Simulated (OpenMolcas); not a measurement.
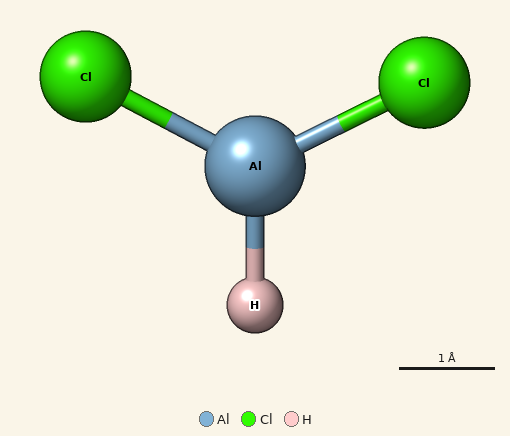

**Figure 1.** The input geometry (ball-and-stick view, seen at a tilt). Sticks mark near contacts. Bond lengths as drawn: Al–Cl 2.02 Å and Al–H 1.52 Å.

## Run report: AlHCl2, single-point calculation (part 1 of 2)

AlHCl2, multiplicity 3, SMILES [H][Al]([Cl])[Cl], computed with ROMP2/STO-3G, ROHF (OpenMolcas 26.06).

The geometry is that of the parent species in another charge or spin state. The geometry comes from this level: GFN2-xTB.

What the program printed:
```
--- Start Module: gateway ---

                                              &GATEWAY

                       available to each process: 1.9 GB of memory, 1 thread

 Basis Set     1 Label: AL.STO-3G....
 Basis set is read from library:.
 basistype.tbl is not found

 Basis Set     2 Label: CL.STO-3G....
 Basis set is read from library:.
 basistype.tbl is not found

 Basis Set     3 Label: H.STO-3G....
 Basis set is read from library:.
 basistype.tbl is not found

++    Symmetry information:
      ---------------------

                    Character Table for C1

                             E
                    a        1  x, y, xy, Rz, z, xz, Ry, yz, Rx, I
--

++    Basis set information:
      ----------------------

      Basis set label: AL.STO-3G.........

      Electronic valence basis set:
      ------------------
      Associated Effective Charge  13.000000 au
      Associated Actual Charge     13.000000 au
      Nuclear Model: Point charge

      Shell  nPrim  nBasis  Cartesian Spherical Contaminant
         s       9       3        X
         p       6       2        X

      Basis set label: CL.STO-3G.........

      Electronic valence basis set:
      ------------------
      Associated Effective Charge  17.000000 au
      Associated Actual Charge     17.000000 au
      Nuclear Model: Point charge

      Shell  nPrim  nBasis  Cartesian Spherical Contaminant
         s       9       3        X
         p       6       2        X

      Basis set label: H.STO-3G.........

      Electronic valence basis set:
      ------------------
      Associated Effective Charge   1.000000 au
      Associated Actual Charge      1.000000 au
      Nuclear Model: Point charge

      Shell  nPrim  nBasis  Cartesian Spherical Contaminant
         s       3       1        X
--

++    Molecular structure info:
      -------------------------

                    ************************************************
                    **** Cartesian Coordinates / bohr, angstrom ****
                    ************************************************

     Center  Label                x              y              z                     x              y              z
        1      AL1             -0.090234      -0.152425      -0.000794             -0.047750      -0.080660      -0.000420
        2      CL2              3.726256      -0.345064       0.026985              1.971850      -0.182600       0.014280
        3      CL3             -2.070535       3.117840      -0.029914             -1.095680       1.649890      -0.015830
        4      H4              -1.565468      -2.620351       0.003742             -0.828410      -1.386630       0.001980

                    ***************************************
                    *    InterNuclear Distances / bohr    *
                    ***************************************

               1 AL1           2 CL2           3 CL3           4 H4
    1 AL1      0.000000
    2 CL2      3.821451        0.000000
    3 CL3      3.823228        6.752610        0.000000
    4 H4       2.875238        5.760193        5.760474        0.000000

                    *******************************************
                    *    InterNuclear Distances / angstrom    *
                    *******************************************

               1 AL1           2 CL2           3 CL3           4 H4
    1 AL1      0.000000
    2 CL2      2.022225        0.000000
    3 CL3      2.023165        3.573327        0.000000
    4 H4       1.521510        3.048163        3.048312        0.000000
--

            Nuclear Potential Energy            168.85806437 au

--- Stop Module: gateway /rc=_RC_ALL_IS_WELL_ ---

--- Start Module: seward ---

                                              &SEWARD

                       available to each process: 1.9 GB of memory, 1 thread

               SEWARD will generate:
                  Multipole Moment integrals up to order  2
                  Kinetic Energy integrals
                  Nuclear Attraction integrals (point charge)
                  One-Electron Hamiltonian integrals
                  Velocity integrals
                  Orbital angular momentum around (  0.5503   0.9212  -0.0012 )
                  Velocity quadrupole around (  0.5503   0.9212  -0.0012 )
                  Two-Electron Repulsion integrals

                   Integrals are discarded if absolute value <: 1.00E-14
                   Integral cutoff threshold is set to       <: 1.00E-16

            Nuclear Potential Energy            168.85806437 au

      Basis set specifications :
      Symmetry species         a
      Basis functions           28

--- Stop Module: seward /rc=_RC_ALL_IS_WELL_ ---

--- Start Module: scf ---

                                                &SCF

                       available to each process: 1.9 GB of memory, 1 thread

++    Input section:
      --------------

      Header of the integral files:

      Cartesian coordinates in angstrom:
      -----------------------------------------------------
      No.  Label        X            Y            Z
      -----------------------------------------------------
       1   AL1       -0.04775000  -0.08066000  -0.00042000
       2   CL2        1.97185000  -0.18260000   0.01428000
       3   CL3       -1.09568000   1.64989000  -0.01583000
       4   H4        -0.82841000  -1.38663000   0.00198000
      -----------------------------------------------------
      Nuclear repulsion energy =  168.85806437
--

++    Orbital specifications:
      -----------------------

      Symmetry species               1
                                     a
      Frozen orbitals                0
      Start temperature = 0.500
      End temperature   = 0.010
      Temperature Factor= 0.460
      Deleted orbitals               0
      Total number of orbitals      28
      Number of basis functions     28
--

      Molecular charge                           0.000

++    Optimization specifications:
      ----------------------------

      SCF Algorithm: Conventional USCF
      D(i)-D(i-1) density differences are used
      Number of density matrices in core                 5
      Maximum number of NDDO SCF iterations            400
      Maximum number of HF SCF iterations              400
      Threshold for SCF energy change             1.00E-10
      Threshold for density matrix                1.00E-07
      Threshold for Fock matrix                   1.00E-07
      Threshold for linear dependence             1.00E-09
      Threshold at which DIIS is turned on        1.50E-01
      Maximum depth in the DIIS procedure                5
      Maximum depth in the BFGS Hessian update          30
      Threshold at which QNR/C2DIIS is turned on  7.50E-02
      Threshold for Norm(delta) (QNR/C2DIIS)      1.00E-05
      All orbitals punched on: UHFORB
--

      Input vectors read from INPORB
      Orbital file label: *Guess orbitals

++ Convergence information
                               UHF SCF        iterations: Energy and convergence statistics

Iter     Tot. SCF        One-elec.       Two-elec.     Energy      Max Dij or  Max Fij      DNorm      TNorm      AccCon     Time
         Energy          Energy          Energy        Change      Delta Norm                                                in Sec.

 The total and one-electron energies are shifted by a value of      1000. a.u.

   1  -144.592788317  -929.864150128   616.413297440   0.00E+00    7.29E-02*   7.35E-01*    1.19E+01   1.42E+02   None         0.
   2  -147.705056338  -934.180927185   617.617806475  -3.11E+00*   3.59E-01*   1.44E-01*    4.59E+00   1.42E+02   EDIIS        0.
   3  -148.236219171  -931.506304225   614.412020682  -5.31E-01*   6.09E-02*   7.77E-02*    2.34E+00   1.42E+02   EDIIS        0.
   4  -148.397213443  -933.388320355   616.133042540  -1.61E-01*   1.14E-01*   6.94E-02*    8.95E-01   1.42E+02   EDIIS        0.
   5  -148.517443280  -933.556576737   616.181069085  -1.20E-01*   5.83E-02*   3.85E-02*    1.69E+00   1.42E+02   EDIIS        0.
   6  -148.598887647  -933.435524463   615.978572445  -8.14E-02*   4.04E-02*   1.87E-02*    1.14E+00   1.42E+02   EDIIS        0.
   7  -148.600101934  -933.367526956   615.909360650  -1.21E-03*   3.28E-02*   7.59E-03*    1.17E-01   1.42E+02   EDIIS        0.

       Fermi aufbau procedure completed!
      nOcc(alpha)=   25
      nOcc(beta) =   23

   8  -148.600496185  -933.376312204   615.917751647  -3.94E-04*   2.11E-02*   1.16E-02*    6.68E-02   1.42E+02   c2DIIS       0.
   9  -148.600898205  -933.415854732   615.956892156  -4.02E-04*   1.69E-02*   2.45E-03*    3.74E-02   1.42E+02   QNRc2DIIS    0.
  10  -148.600946307  -933.432620154   615.973609476  -4.81E-05*   5.50E-02*   1.87E-03*    2.53E-02   1.42E+02   QNRc2DIIS    0.
  11  -148.601016238  -933.477983113   616.018902503  -6.99E-05*   5.79E-03*   7.83E-04*    8.17E-02   1.42E+02   QNRc2DIIS    0.
  12  -148.601019360  -933.476030503   616.016946771  -3.12E-06*   8.74E-04*   7.40E-05*    1.06E-02   1.42E+02   QNRc2DIIS    0.
  13  -148.601019413  -933.476610870   616.017527085  -5.26E-08*   4.93E-04*   3.00E-05*    1.44E-03   1.42E+02   QNRc2DIIS    0.
  14  -148.601019431  -933.476813389   616.017729587  -1.78E-08*   3.32E-04*   2.76E-05*    1.16E-03   1.42E+02   QNRc2DIIS    0.
  15  -148.601019437  -933.476883501   616.017799693  -6.20E-09*   5.70E-04*   2.57E-05*    8.54E-04   1.42E+02   QNRc2DIIS    0.
  16  -148.601019447  -933.476932282   616.017848464  -9.82E-09*   8.94E-04*   2.48E-05*    1.52E-03   1.42E+02   QNRc2DIIS    0.
  17  -148.601019455  -933.476985040   616.017901213  -8.65E-09*   3.42E-04*   3.41E-05*    2.41E-03   1.42E+02   QNRc2DIIS    0.
  18  -148.601019457  -933.477015605   616.017931776  -1.74E-09*   5.51E-04*   3.89E-05*    9.31E-04   1.42E+02   QNRc2DIIS    0.
  19  -148.601019467  -933.477000746   616.017916908  -9.83E-09*   1.74E-03*   4.00E-05*    1.52E-03   1.42E+02   QNRc2DIIS    0.
  20  -148.601019497  -933.476813079   616.017729210  -3.06E-08*   3.92E-04*   1.16E-05*    4.71E-03   1.42E+02   QNRc2DIIS    0.
  21  -148.601019500  -933.476775656   616.017691785  -2.43E-09*   2.02E-05*   3.01E-06*    9.65E-04   1.42E+02   QNRc2DIIS    0.
  22  -148.601019500  -933.476770333   616.017686462  -7.53E-11    2.06E-05*   1.44E-06*    4.52E-05   1.42E+02   QNRc2DIIS    0.
  23  -148.601019500  -933.476768521   616.017684649  -2.89E-11    4.11E-06    4.52E-07*    3.90E-05   1.42E+02   QNRc2DIIS    0.
  24  -148.601019500  -933.476768944   616.017685073  -2.50E-12    1.38E-05*   3.50E-07*    6.16E-06   1.42E+02   QNRc2DIIS    0.
  25  -148.601019500  -933.476769695   616.017685823  -4.09E-12    3.68E-07    7.03E-08     2.07E-05   1.42E+02   QNRc2DIIS    0.

       Convergence after  25 Iterations
--

 *****************************************************************************************************************************
 *                                             SCF/KS-DFT Program, Final results                                             *
 *                                                       Final Results                                                       *
 *****************************************************************************************************************************

::    Total SCF energy                              -1148.6010195000
      One-electron energy                           -1933.4767696946
      Two-electron energy                             616.0176858232
      Nuclear repulsion energy                        168.8580643715
      Kinetic energy (interpolated)                  1130.2254665914
      Virial theorem                                    1.0162583073
      Total spin, S(S+1)                                2.0076183037
      Total spin, S                                     1.0025372886
      Max non-diagonal density matrix element           0.0000001603
      Max non-diagonal Fock matrix element              0.0000000112

      All orbitals with orbital energies smaller than  E(LUMO)+0.5 are printed

++    Molecular orbitals:
      -------------------

      Title: UHF orbitals (alpha)

      Molecular orbitals for symmetry species 1: a

          Orbital            1         2         3         4         5         6         7         8         9        10
          Energy         -103.6251 -103.6250  -57.8120  -10.3182  -10.3181   -7.7624   -7.7621   -7.7573   -7.7570   -7.7570
          Occ. No.          1.0000    1.0000    1.0000    1.0000    1.0000    1.0000    1.0000    1.0000    1.0000    1.0000

          Orbital           11        12        13        14        15        16        17        18        19        20
          Energy           -7.7569   -4.7604   -3.0146   -2.9903   -2.9864   -0.9965   -0.9766   -0.7148   -0.4778   -0.4265
          Occ. No.          1.0000    1.0000    1.0000    1.0000    1.0000    1.0000    1.0000    1.0000    1.0000    1.0000

          Orbital           21        22        23        24        25        26        27        28
          Energy           -0.4152   -0.3966   -0.3881   -0.3773   -0.0722    0.2559    0.5776    0.5796
          Occ. No.          1.0000    1.0000    1.0000    1.0000    1.0000    0.0000    0.0000    0.0000

--

      All orbitals with orbital energies smaller than  E(LUMO)+0.5 are printed

++    Molecular orbitals:
      -------------------

      Title: UHF orbitals (beta)

      Molecular orbitals for symmetry species 1: a

          Orbital            1         2         3         4         5         6         7         8         9        10
          Energy         -103.6242 -103.6242  -57.8006  -10.3170  -10.3169   -7.7605   -7.7604   -7.7551   -7.7551   -7.7550
          Occ. No.          1.0000    1.0000    1.0000    1.0000    1.0000    1.0000    1.0000    1.0000    1.0000    1.0000

          Orbital           11        12        13        14        15        16        17        18        19        20
          Energy           -7.7549   -4.7404   -2.9788   -2.9750   -2.9478   -0.9792   -0.9641   -0.4699   -0.4003   -0.3898
          Occ. No.          1.0000    1.0000    1.0000    1.0000    1.0000    1.0000    1.0000    1.0000    1.0000    1.0000

          Orbital           21        22        23        24        25        26
          Energy           -0.3897   -0.3745   -0.3639   -0.0716    0.3798    0.3954
          Occ. No.          1.0000    1.0000    1.0000    0.0000    0.0000    0.0000

--

++    Molecular charges:
      ------------------

      Mulliken charges per centre and basis function type
      ---------------------------------------------------

                            AL1                     CL2                     CL3                     H4
                     alpha        beta       alpha        beta       alpha        beta       alpha        beta
      1s           2.3635      2.3245      2.9932      2.9951      2.9932      2.9951      0.8154      0.0728
      2px          1.1630      1.1402      1.7724      1.7484      1.9272      1.9436      0.0000      0.0000
      2pz          1.9998      1.0415      2.0000      1.9792      2.0000      1.9793      0.0000      0.0000
      2py          1.1598      1.1003      1.9835      1.9377      1.8290      1.7421      0.0000      0.0000
      Total        6.6862      5.6066      8.7491      8.6605      8.7493      8.6601      0.8154      0.0728
      Total             12.2928                 17.4096                 17.4094                  0.8882

      Charge            0.7072                 -0.4096                 -0.4094                  0.1118

      Total electronic charge=   48.000000

      Total            charge=   -0.000000
--

++    Molecular orbitals:
      -------------------

      Title: Natural orbitals

      Molecular orbitals for symmetry species 1: a

          Orbital            1         2         3         4         5         6         7         8         9        10
          Energy         -103.6247 -103.6246  -57.8062  -10.3176  -10.3175   -7.7605   -7.7604   -7.7570   -7.7560   -7.7568
          Occ. No.          2.0000    2.0000    2.0000    2.0000    2.0000    2.0000    2.0000    2.0000    2.0000    2.0000

          Orbital           11        12        13        14        15        16        17        18        19        20
          Energy           -7.7559   -4.7499   -2.9811   -2.9825   -2.9747   -0.9541   -0.9647   -0.4103   -0.3995   -0.3813
          Occ. No.          2.0000    2.0000    2.0000    2.0000    2.0000    2.0000    2.0000    2.0000    2.0000    2.0000

          Orbital           21        22        23        24        25        26        27        28
          Energy           -0.3873   -0.5069   -0.4443   -0.3305    0.1508    0.3191    0.6190    0.5955
          Occ. No.          1.9998    1.9992    1.9972    1.0000    1.0000    0.0028    0.0008    0.0002

--

++    Molecular properties:
      ---------------------

      Charge (e):
                      =   -0.0000
      Dipole Moment (debye):
      Origin of the operator (angstrom)=    0.2912    0.4875   -0.0006
                   X= -2.5470E+00               Y= -4.2649E+00               Z=  6.0164E-02           Total=  4.9679E+00
      Quadrupole Moment (debye*angstrom):
      Origin of the operator (angstrom)=    0.2912    0.4875   -0.0006
                  XX= -3.9977E+01              XY=  8.0247E+00              XZ= -1.0884E-01              YY= -3.1333E+01
                  YZ=  9.6523E-03              ZZ= -3.3094E+01
      In traceless form (debye*angstrom)
                  XX= -7.7635E+00              XY=  1.2037E+01              XZ= -1.6326E-01              YY=  5.2020E+00
                  YZ=  1.4478E-02              ZZ=  2.5615E+00
--

--- Stop Module: scf /rc=_RC_ALL_IS_WELL_ ---

--- Start Module: rasscf ---

                                              &RASSCF

                       available to each process: 1.9 GB of memory, 1 thread
```
